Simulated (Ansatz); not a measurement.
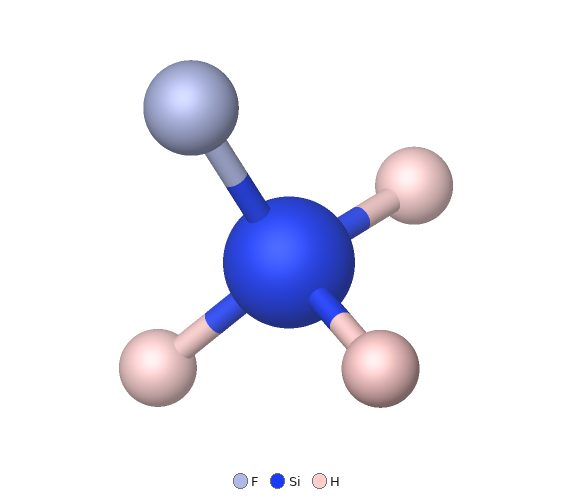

Ball-and-stick drawing of a structure. Every bond is drawn as one stick, whatever its order.

Identify the structure.

The molecule is FH3Si. SMILES: `F[SiH3]`. Among its groups: Si–H bond. The point group is C3v. Coordination: 1 Si tetrahedral.

More results for the same structure follow; atom numbers are the same in all pictures, views and colours differ. Computed geometry: PBE0-D4/def2-TZVP optimisation.

**Geometry**

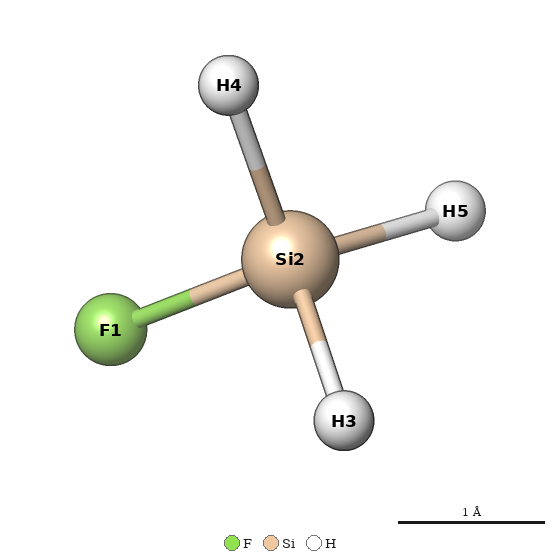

Give these bond angles: F1–Si2–H3, H3–Si2–H4.

```tsv
angle	degrees
F1–Si2–H3	108.3
H3–Si2–H4	110.6
```

**Electronic properties**

Properties computed with RKS r2SCANh-D4/def2-TZVPP (Ansatz 0.2.0).

> Give the HOMO energy (Kohn–Sham orbital) at this level.

−9.22 eV.

> Estimate the HOMO–LUMO gap.

8.98 eV.

**Charges**

The questions are on Mulliken charges. Level of theory: RKS ωB97M-V/def2-TZVPP (Ansatz 0.2.0).

List the Mulliken charges.

```csv
atom,value (e)
F1,−0.32
Si2,0.44
H3,−0.04
H4,−0.04
H5,−0.04
```

**Thermal motion**

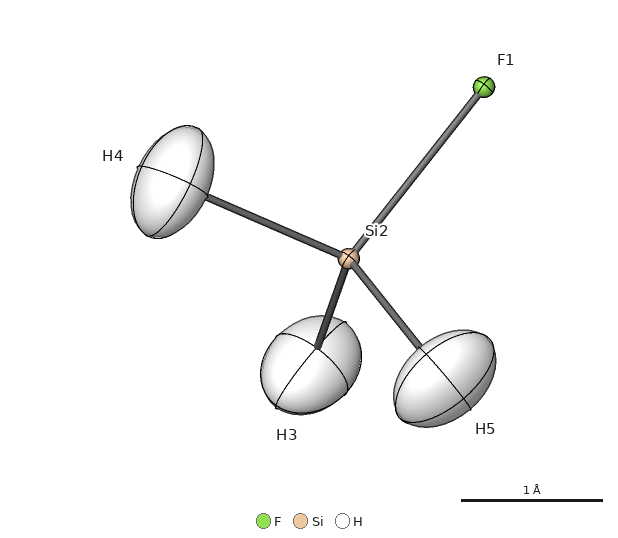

Displacement ellipsoids at the 50 % level, enlarged 2 times, from the internal vibrations of the free molecule (harmonic, no overall translation or rotation; no half-axis is drawn under 0.075 Å). Vibrations computed with RKS PBE0-D4/def2-TZVP (Ansatz 0.2.0). Temperature: 0 K (zero-point motion alone).

> Which atom has the largest mean-square displacement?

H3, H4, H5, with U_eq = 0.0123 Å².

> Does H5 move more along its bond or across it?

Across it: the root-mean-square amplitude is 0.085 Å along the bond and up to 0.137 Å across, since bending and torsion are softer than stretching.

Give the displacement parameters, one line for each set of equivalent atoms.

| atom | U_eq (Å²) | rms amplitudes (Å) |
| --- | --- | --- |
| F1 | 0.00026 | 0.009, 0.009, 0.025 |
| Si2 | 0.00017 | 0.011, 0.011, 0.017 |
| H3, H4, H5 | 0.0123 | 0.085, 0.104, 0.137 |

Mulliken values depend strongly on the basis set and can even reverse the polarity of a bond.
